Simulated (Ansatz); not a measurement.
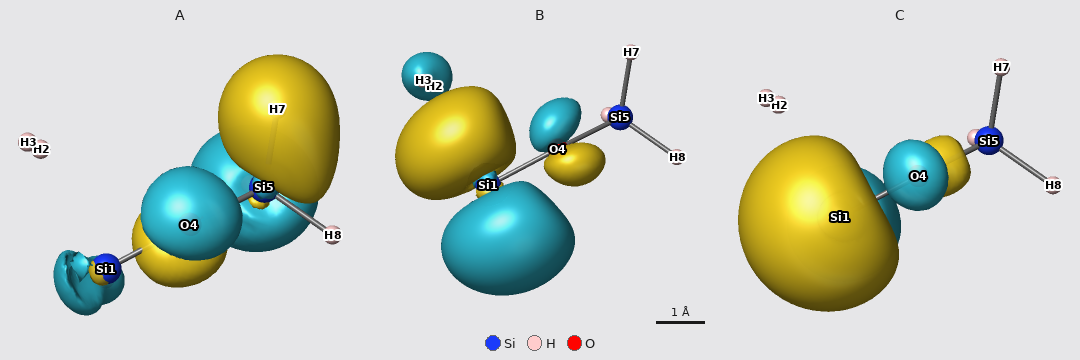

Figure. H4OSi2···H2. Three frontier orbitals at ±0.1 Å⁻³ᐟ² (yellow and cyan are the two phases), in no order.

Method: RKS BHLYP-D4/def2-SVP (Ansatz 0.2.0).

Input

```
crystal:
  periodic: [false, false, false]
  atoms:
    - { symbol: Si, position_ang: [0.371808, -0.257596, -1.187571] }
    - { symbol: H, position_ang: [0.605111, 0.123232, 1.435441] }
    - { symbol: H, position_ang: [1.148151, 0.540398, 1.227425] }
    - { symbol: O, position_ang: [-0.817805, 0.883512, -1.35235] }
    - { symbol: Si, position_ang: [-2.35849, 1.366763, -0.980232] }
    - { symbol: H, position_ang: [-2.908169, 0.509261, 0.095933] }
    - { symbol: H, position_ang: [-2.32533, 2.773521, -0.528505] }
    - { symbol: H, position_ang: [-3.207534, 1.255733, -2.185849] }
    - { symbol: H, position_ang: [-0.405941, -1.261924, -0.319792] }
basis:
  gaussian: { orbitals: def2-SVP }
hamiltonian:
  xc: { name: BHLYP }
  dispersion: d4
relax:
  f_tol: 0.03
  max_steps: 50
output:
  orbitals: {}
```

Run with:

```sh
ansatz run input.yaml --threads 1 --pin off --max-ram 2048MiB --backend cpu --events-out ev --progress --plain --runs-dir out
```

The fields are those of the run's last geometry, not of the input's.

Order the three orbitals by energy and name them.

A is the HOMO−1 (−10.49 eV). It lies mainly on O4 (about 25 %), Si5 (about 25 %), H6 (about 20 %), H7 (about 15 %) and Si1 (about 10 %). C is the HOMO (−7.41 eV). Its weight (Hirshfeld) is mainly on Si1 (about 70 %), H9 (about 20 %) and O4 (about 5 %). B is the LUMO (−0.80 eV). By Hirshfeld shares it lies mainly on Si1 (about 80 %) and O4 (about 10 %).

What is the HOMO–LUMO gap?

6.61 eV between the orbital energies.
